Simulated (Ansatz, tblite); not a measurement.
**(Cl)3Si-O-SiH3 (Cl3H3OSi2): removing an electron**

Aim: the energy of removing an electron for (Cl)3Si-O-SiH3 (Cl3H3OSi2), by energy differences, and how well orbital energies stand in for it.

Method: as each input shows; program: Ansatz 0.2.0, Gaussian basis.

Plan: charge +1 doublet, at the geometry of the singlet (PBE0-D4/def2-TZVP, PBE-D4/def2-TZVP, PBE-QIDH/def2-TZVP); charge +1 doublet, relaxed (PBE0-D4/def2-TZVP, PBE-D4/def2-TZVP); the starting singlet's energies come from earlier runs.

2 further runs of the same task are left out: 2 set aside as unsound or not needed.

## (1) The relaxed structure

The geometry is that of the singlet, from an earlier relaxation (PBE-D4/def2-SVP).

9 atoms, charge 0, spin multiplicity 1.

Atoms are counted from 1 here; the program's logs count them from 0.

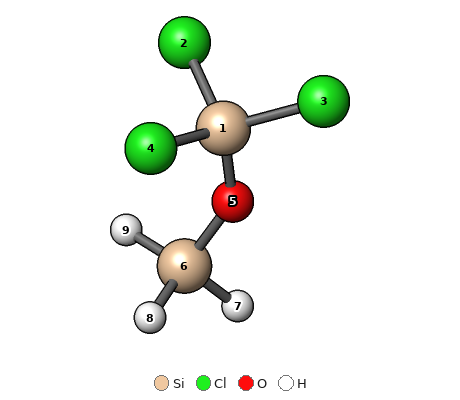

The geometry (silicon light orange, chlorine green, oxygen red, hydrogen white); atoms are numbered from 1 in the order of the file.

## (2) Charge +1 doublet at the fixed geometry, PBE0-D4/def2-TZVP

Contents of in.yaml:

```yaml
crystal:
  periodic: [false, false, false]
  atoms:
    - {symbol: Si, position_ang: [-0.859425, -1.086040, 0.601274]}
    - {symbol: Cl, position_ang: [-0.839733, -0.583693, 2.596077]}
    - {symbol: Cl, position_ang: [-0.715407, -3.120586, 0.404695]}
    - {symbol: Cl, position_ang: [-2.627601, -0.434532, -0.229508]}
    - {symbol: O, position_ang: [0.413131, -0.397090, -0.167261]}
    - {symbol: Si, position_ang: [1.021173, 1.092827, -0.688925]}
    - {symbol: H, position_ang: [2.451401, 0.867671, -1.070444]}
    - {symbol: H, position_ang: [0.230551, 1.567726, -1.873326]}
    - {symbol: H, position_ang: [0.925910, 2.093697, 0.427417]}
basis:
  gaussian: {orbitals: def2-TZVP}
total_charge: 1
magnetization: {spin_polarized: true, initial_magnetization: 1}
hamiltonian: {xc: pbe0, dispersion: d4}
scf: {omitted_lower_state_checks: [starts]}
output: {orbitals: {seedname: orbitals}}
```

Launch:

```
ansatz run in.yaml --threads 2 --pin off --events-out ev --progress --plain --max-ram 31744MiB --backend cpu
```

Output:

```text
Functional definition: PBE0
  name "PBE0"
  cite "Adamo & Barone, J. Chem. Phys. 110, 6158 (1999) doi:10.1063/1.478522"
  cite "Perdew, Burke & Ernzerhof, Phys. Rev. Lett. 77, 3865 (1996) doi:10.1103/PhysRevLett.77.3865"
  parent pbe
  parameter a = 0.25
  parameter kappa = 0.804
  parameter beta = 0.06672455060314922
  exchange = (1 - a)*pbe_x(kappa = kappa, mu = beta*pi^2/3) + a*exact_x
  correlation = pbe_c(beta = beta)
these checks for a lower state are left out or cut short: starts
1623 factors; their error is unknown
mean field evaluation 1: about -55387.1126 eV, gradient 5.1e1 eV
mean field evaluation 2: about -55337.5900 eV, gradient 1.1e2 eV
mean field evaluation 4: about -55393.1358 eV, gradient 1.8e1 eV
mean field evaluation 8: about -55395.9190 eV, gradient 3.0e0 eV
mean field evaluation 16: about -55396.0144 eV, gradient 1.8e-1 eV
mean field evaluation 32: about -55396.2063 eV, gradient 1.7e-5 eV
mean field -55396.20633393 eV, -2035.7730338747 hartree, gradient 9.1e-6 eV, S^2 0.755567; 0 other end points of the search recorded, 0 dependent functions left out
reference -55396.20637034 eV, -2035.7730352127 hartree; 45, 44 occupied and 189, 190 virtual orbitals, 1623 factors
Total energy: -55396.49879740 eV, -2035.7837817089 hartree
Checks for a lower state left out: starts
```

Wall time 40 s (2 threads of AMD EPYC 7R13, shared host); peak memory 1.8 GiB.

HOMO -13.92 eV, LUMO -12.84 eV (over both spins); ⟨S²⟩ 0.756 (pure: 0.75).

## (3) Charge +1 doublet at the fixed geometry, PBE-D4/def2-TZVP

start.molden holds the orbitals of an earlier run on this state, given as this run's starting guess.

Changes to in.yaml since step 2:

```diff
@@ -13,6 +13,6 @@
 basis:
-  gaussian: {orbitals: def2-TZVP}
+  gaussian: {orbitals: def2-TZVP, initial_orbitals: start.molden}
 total_charge: 1
 magnetization: {spin_polarized: true, initial_magnetization: 1}
-hamiltonian: {xc: pbe0, dispersion: d4}
+hamiltonian: {xc: pbe, dispersion: d4}
 scf: {omitted_lower_state_checks: [starts]}
```

Launched as before.

Output:

```text
Functional definition: PBE
  name "PBE"
  cite "Perdew, Burke & Ernzerhof, Phys. Rev. Lett. 77, 3865 (1996) doi:10.1103/PhysRevLett.77.3865"
  parent pbe
  parameter kappa = 0.804
  parameter beta = 0.06672455060314922
  exchange = pbe_x(kappa = kappa, mu = beta*pi^2/3)
  correlation = pbe_c(beta = beta)
these checks for a lower state are left out or cut short: starts
1555 factors; their error is unknown
mean field evaluation 1: about -55392.1482 eV, gradient 1.2e1 eV
mean field evaluation 2: about -55392.3059 eV, gradient 2.5e-1 eV
mean field evaluation 4: about -55392.2925 eV, gradient 3.8e-2 eV
mean field evaluation 8: about -55392.2925 eV, gradient 1.4e-5 eV
mean field evaluation 16: about -55392.2925 eV, gradient 3.2e-5 eV
mean field -55392.29249244 eV, -2035.6292028529 hartree, gradient 2.1e-6 eV, S^2 0.751673; 0 other end points of the search recorded, 0 dependent functions left out
reference -55392.29254137 eV, -2035.6292046508 hartree; 45, 44 occupied and 189, 190 virtual orbitals, 1555 factors
Total energy: -55392.62977524 eV, -2035.6415977672 hartree
Checks for a lower state left out: starts
```

Wall time 17 s (2 threads of AMD EPYC 7R13, shared host); peak memory 0.81 GiB.

From the report: HOMO -12.79 eV, LUMO -12.84 eV (over both spins; with the spin held, an empty level of the minority spin lies below the top filled one); ⟨S²⟩ 0.752 (pure: 0.75).

## (4) Charge +1 doublet at the fixed geometry, PBE-QIDH/def2-TZVP

Changes to in.yaml since step 3:

```diff
@@ -16,4 +16,3 @@
 magnetization: {spin_polarized: true, initial_magnetization: 1}
-hamiltonian: {xc: pbe, dispersion: d4}
+hamiltonian: {xc: {name: PBE-QIDH}}
 scf: {omitted_lower_state_checks: [starts]}
-output: {orbitals: {seedname: orbitals}}
```

The command is unchanged.

Output, shortened:

```text
Functional definition: PBE-QIDH
  name "PBE-QIDH"
  cite "Brémond, Sancho-García, Pérez-Jiménez & Adamo, J. Chem. Phys. 141, 031101 (2014) doi:10.1063/1.4890314"
  cite "Perdew, Burke & Ernzerhof, Phys. Rev. Lett. 77, 3865 (1996) doi:10.1103/PhysRevLett.77.3865"
[...]
1431 factors; integrals over basis functions are off by at most 1.1e-3 eV
[...]
mean field -55373.50711101 eV, -2034.9388528185 hartree, gradient 6.7e-6 eV, S^2 0.771817; 0 other end points of the search recorded, 0 dependent functions left out
26 core orbitals not correlated: weight in the atoms' cores, before any rotation towards them, 1.000 or more for the frozen orbitals, at most 0.000 for the correlated occupied ones
reference -55373.50712589 eV, -2034.9388533652 hartree; 19, 18 occupied and 189, 190 virtual orbitals, 1431 factors
second order -30.39356235 eV of doubles, -0.00000000 eV of singles
Total energy: -55383.63831334 eV, -2035.3111676368 hartree
Checks for a lower state left out: starts
```

Wall time 28 s (2 threads of AMD EPYC 7R13, shared host); peak memory 0.96 GiB.

Report: ⟨S²⟩ 0.772 (pure: 0.75).

## (5) Vertical ionisation energy

Charged state less starting state, singlet to doublet; the starting state's energies are those of its earlier runs.

```csv
level,vertical ionisation energy (eV),time
PBE-D4/def2-TZVP,+10.39,20 s
PBE0-D4/def2-TZVP,+11.11,49 s
PBE-QIDH/def2-TZVP,+11.98,37 s
```

Times add the two runs; a level without a time comes out of a correlated run.

Beside −ε(HOMO) of the starting state:

```csv
level,−ε(HOMO) (eV),by difference (eV),mismatch (eV)
PBE-D4/def2-TZVP,7.86,10.39,-2.53
PBE0-D4/def2-TZVP,9.32,11.11,-1.78
```

## (6) Relaxing the charge +1 doublet

Changes to in.yaml since step 4:

```diff
@@ -13,6 +13,8 @@
 basis:
-  gaussian: {orbitals: def2-TZVP, initial_orbitals: start.molden}
+  gaussian: {orbitals: def2-SVP}
 total_charge: 1
 magnetization: {spin_polarized: true, initial_magnetization: 1}
-hamiltonian: {xc: {name: PBE-QIDH}}
-scf: {omitted_lower_state_checks: [starts]}
+hamiltonian: {xc: pbe, dispersion: d4}
+scf: {lower_state_search: "off"}
+output: {orbitals: {seedname: orbitals}}
+relax: {f_tol: 0.02, max_steps: 100}
```

The command is unchanged.

Output, shortened:

```text
Functional definition: PBE
  name "PBE"
  cite "Perdew, Burke & Ernzerhof, Phys. Rev. Lett. 77, 3865 (1996) doi:10.1103/PhysRevLett.77.3865"
  parent pbe
[...]
1294 factors; their error is unknown
[...]
mean field -55370.82137494 eV, -2034.8401538384 hartree, gradient 7.4e-6 eV, S^2 0.751380; 0 other end points of the search recorded, 0 dependent functions left out
[...]
reference -55370.82141044 eV, -2034.8401551429 hartree; 45, 44 occupied and 74, 75 virtual orbitals, 1294 factors
relax step   1: F+E_penalty+E_count = -55371.15860882 eV  Δ(F+E_penalty+E_count) = +0.000e0 eV  max|allowed force component| = 1.237e0 eV/Å  Δτ_max = 0.0000 Å  (68 SCF iters, accepted)
[...]
relax step   7: F+E_penalty+E_count = -55371.31568438 eV  Δ(F+E_penalty+E_count) = -1.351e-3 eV  max|allowed force component| = 1.581e-1 eV/Å  Δτ_max = 0.0943 Å  (35 SCF iters, accepted)
[...]
Atom 0 at    -0.946169    -1.075243     0.669262 Å, force    -0.002879    -0.002290    -0.001859 eV/Å
Atom 1 at    -1.203137    -0.686394     2.660443 Å, force     0.000926    -0.002614    -0.004057 eV/Å
Atom 2 at    -0.289577    -2.981761     0.329883 Å, force    -0.001723     0.004129     0.000421 eV/Å
Atom 3 at    -2.657807    -0.702589    -0.367556 Å, force     0.002241    -0.000651     0.000494 eV/Å
Atom 4 at     0.306664    -0.088951     0.189694 Å, force     0.008588     0.012338     0.003359 eV/Å
Atom 5 at     1.004612     1.156936    -0.736089 Å, force    -0.005453    -0.007797    -0.000409 eV/Å
Atom 6 at     2.242943     0.524312    -1.346269 Å, force    -0.004178     0.002369     0.003671 eV/Å
Atom 7 at     0.017307     1.715043    -1.701995 Å, force     0.001997    -0.001637     0.002937 eV/Å
Atom 8 at     1.525163     2.138627     0.302626 Å, force     0.000482    -0.003846    -0.004556 eV/Å
Dipole moment:     0.592347     0.649083    -0.393794 e Å
Checks for a lower state left out: stability, starts, cluster_reference, orbital_swaps, neighbouring_geometries, increment
```

It took 56 s on 2 threads of AMD EPYC 7R13, shared host.

Step by step:

```csv
step,energy from step 1 (eV),largest force component (eV/Å)
1,0.0000,1.2368
2,-0.0816,0.3641
3,-0.1048,0.2584
4,-0.1258,0.4662
5,-0.1453,0.2134
6,-0.1557,0.1922
7,-0.1571,0.1581
8,-0.1613,0.0916
9,-0.1621,0.0944
10,-0.1634,0.0456
11,-0.1644,0.0656
12,-0.1659,0.0998
13,-0.1667,0.0758
14,-0.1682,0.0418
15,-0.1684,0.0584
16,-0.1692,0.0281
17,-0.1695,0.0203
18,-0.1699,0.0140
19,-0.1700,0.0533
20,-0.1703,0.0381
21,-0.1704,0.0272
22,-0.1706,0.0141
23,-0.1706,0.0303
24,-0.1708,0.0123
```

The force was under the threshold of 0.02 eV/Å already at step 18, but the program went on to step 24.

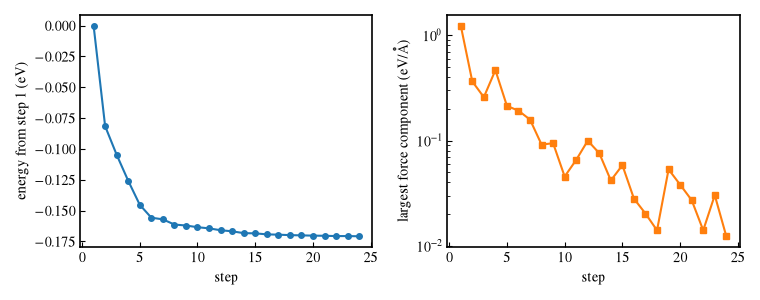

Energy and largest force along the relaxation.

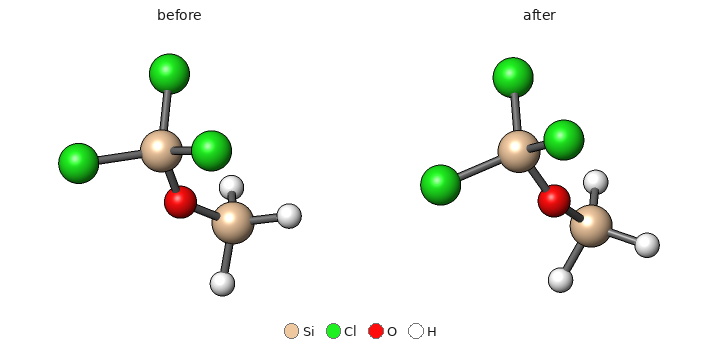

Before and after, at one scale.

Distances of close pairs at the start and the end, largest changes first:

```csv
bond,before (Å),after (Å),change (Å)
Si1–O5,1.639,1.665,+0.027
Si1–Cl4,2.059,2.036,-0.024
Si6–H7,1.497,1.519,+0.021
Si6–H9,1.502,1.521,+0.019
Si1–Cl2,2.057,2.045,-0.012
Si6–H8,1.501,1.490,-0.011
O5–Si6,1.692,1.702,+0.010
Si1–Cl3,2.049,2.045,-0.004
```

## (7) Charge +1 doublet, PBE0-D4/def2-TZVP

Contents of in.yaml:

```yaml
crystal:
  periodic: [false, false, false]
  atoms:
    - {symbol: Si, position_ang: [-0.946169, -1.075243, 0.669262]}
    - {symbol: Cl, position_ang: [-1.203137, -0.686394, 2.660443]}
    - {symbol: Cl, position_ang: [-0.289577, -2.981761, 0.329883]}
    - {symbol: Cl, position_ang: [-2.657807, -0.702589, -0.367556]}
    - {symbol: O, position_ang: [0.306664, -0.088951, 0.189694]}
    - {symbol: Si, position_ang: [1.004612, 1.156936, -0.736089]}
    - {symbol: H, position_ang: [2.242943, 0.524312, -1.346269]}
    - {symbol: H, position_ang: [0.017307, 1.715043, -1.701995]}
    - {symbol: H, position_ang: [1.525163, 2.138627, 0.302626]}
basis:
  gaussian: {orbitals: def2-TZVP, initial_orbitals: start.molden}
total_charge: 1
magnetization: {spin_polarized: true, initial_magnetization: 1}
hamiltonian: {xc: pbe0, dispersion: d4}
scf: {omitted_lower_state_checks: [starts]}
output: {orbitals: {seedname: orbitals}}
```

Same command.

Output, shortened:

```text
Functional definition: PBE0
  name "PBE0"
  cite "Adamo & Barone, J. Chem. Phys. 110, 6158 (1999) doi:10.1063/1.478522"
  cite "Perdew, Burke & Ernzerhof, Phys. Rev. Lett. 77, 3865 (1996) doi:10.1103/PhysRevLett.77.3865"
  parent pbe
[...]
1623 factors; their error is unknown
[...]
mean field -55396.40219948 eV, -2035.7802318007 hartree, gradient 5.7e-6 eV, S^2 0.757978; 0 other end points of the search recorded, 0 dependent functions left out
reference -55396.40223622 eV, -2035.7802331510 hartree; 45, 44 occupied and 189, 190 virtual orbitals, 1623 factors
Total energy: -55396.69224898 eV, -2035.7908909235 hartree
Checks for a lower state left out: starts
```

It took 22 s on 2 threads of AMD EPYC 7R13, shared host; peak memory 1.2 GiB.

HOMO -13.86 eV, LUMO -12.49 eV (over both spins); ⟨S²⟩ 0.758 (pure: 0.75).

## (8) Charge +1 doublet, PBE-D4/def2-TZVP

Changes to in.yaml since step 7:

```diff
@@ -16,3 +16,3 @@
 magnetization: {spin_polarized: true, initial_magnetization: 1}
-hamiltonian: {xc: pbe0, dispersion: d4}
+hamiltonian: {xc: pbe, dispersion: d4}
 scf: {omitted_lower_state_checks: [starts]}
```

Launched as before.

Output:

```text
Functional definition: PBE
  name "PBE"
  cite "Perdew, Burke & Ernzerhof, Phys. Rev. Lett. 77, 3865 (1996) doi:10.1103/PhysRevLett.77.3865"
  parent pbe
  parameter kappa = 0.804
  parameter beta = 0.06672455060314922
  exchange = pbe_x(kappa = kappa, mu = beta*pi^2/3)
  correlation = pbe_c(beta = beta)
these checks for a lower state are left out or cut short: starts
1555 factors; their error is unknown
mean field evaluation 1: about -55392.2523 eV, gradient 1.2e1 eV
mean field evaluation 2: about -55392.4330 eV, gradient 3.5e-1 eV
mean field evaluation 4: about -55392.4481 eV, gradient 5.6e-1 eV
mean field evaluation 8: about -55392.4350 eV, gradient 2.4e-3 eV
mean field evaluation 16: about -55392.4350 eV, gradient 1.1e-5 eV
mean field -55392.43503765 eV, -2035.6344412925 hartree, gradient 1.1e-5 eV, S^2 0.752140; 0 other end points of the search recorded, 0 dependent functions left out
reference -55392.43508707 eV, -2035.6344431086 hartree; 45, 44 occupied and 189, 190 virtual orbitals, 1555 factors
Total energy: -55392.76920494 eV, -2035.6467217141 hartree
Checks for a lower state left out: starts
```

Wall time 8.5 s (2 threads of AMD EPYC 7R13, shared host).

From the report: HOMO -12.64 eV, LUMO -12.57 eV (over both spins); ⟨S²⟩ 0.752 (pure: 0.75).

## (9) Adiabatic ionisation energy

Charged state less starting state, singlet to doublet; the starting state's energies are those of its earlier runs.

```csv
level,adiabatic ionisation energy (eV),time
PBE-D4/def2-TZVP,+10.25,12 s
PBE0-D4/def2-TZVP,+10.91,31 s
```

Times add the two runs; a level without a time comes out of a correlated run.

## (10) What came out

```
                                             quantity                                  value
 vertical ionisation energy, functionals in def2-TZVP  10.39 (PBE-D4) to 11.98 eV (PBE-QIDH)
adiabatic ionisation energy, functionals in def2-TZVP   10.25 (PBE-D4) to 10.91 eV (PBE0-D4)
      relaxation of the cation side, PBE-D4/def2-TZVP                                0.14 eV
```

**Reading.** The vertical ionisation energy spans 10.39 to 11.98 eV over the functionals. −ε(HOMO) misses the level's own difference by -1.78 eV at best (PBE0-D4) and -2.53 eV at worst (PBE-D4). The adiabatic ionisation energy spans 10.25 to 10.91 eV over the functionals. Relaxing the oxidised state gains 0.14 eV at PBE-D4/def2-TZVP.
